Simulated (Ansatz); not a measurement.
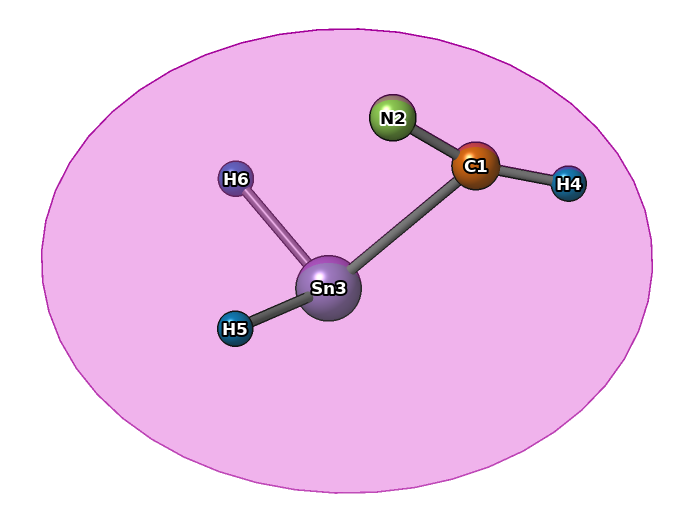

A disc through the centre of mass is drawn in. Distant atoms are faded towards the background colour. Computed geometry: PBE-D4/def2-SVP optimisation. No frequency run is at hand to confirm it as a minimum.

### Is the plane of the disc a mirror plane of the structure?

Yes. The reflection leaves C1, N2, Sn3, H4 in place and moves H5 ↔ H6. The point group is Cs.
